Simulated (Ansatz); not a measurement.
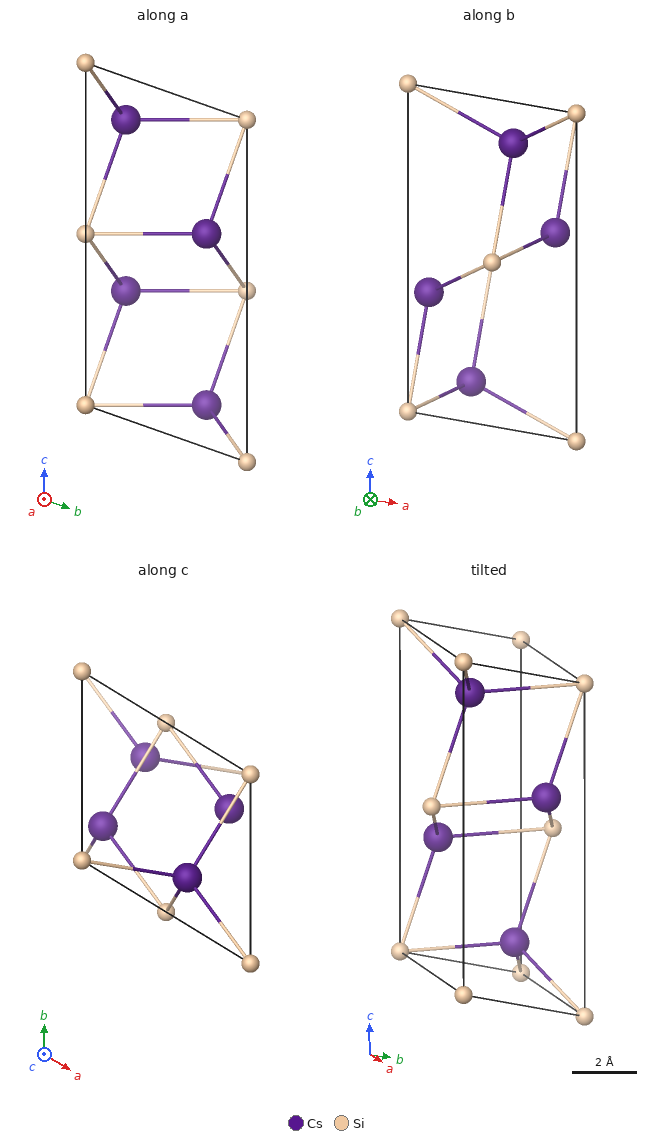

A ball-and-stick rendering, viewed along the a axis, along the b axis, along the c axis and slightly off an axis. The unit cell is drawn as a box.

Lattice parameters: a = 6.2319 Å, b = 6.2340 Å, c = 10.8029 Å, α = 106.750°, β = 90.018°, γ = 119.969°.

Q: From the views, write a CIF in P1 with every atom of the cell, with free fractional coordinates to two decimals.

A:
```cif
data_structure
_symmetry_space_group_name_H-M 'P 1'
_symmetry_Int_Tables_number 1
_cell_length_a 6.2319
_cell_length_b 6.2340
_cell_length_c 10.8029
_cell_angle_alpha 106.750
_cell_angle_beta 90.018
_cell_angle_gamma 119.969
_cell_volume 342.84
loop_
_atom_site_label
_atom_site_type_symbol
_atom_site_fract_x
_atom_site_fract_y
_atom_site_fract_z
_atom_site_occupancy
Cs1 Cs 0.87 0.75 0.63 1
Cs2 Cs 0.37 0.75 0.13 1
Cs3 Cs 0.63 0.25 0.87 1
Cs4 Cs 0.12 0.25 0.38 1
Si1 Si 0.00 0.00 0.00 1
Si2 Si 0.50 0.00 0.50 1
```

The structure was taken from a structure type filled with these elements by a generator (whether the compound takes this form wasn't checked). A relaxation with Ansatz 0.2.0, DFT PBE, scalar-relativistic, plane waves, PAW was begun but didn't finish; this is its last step.
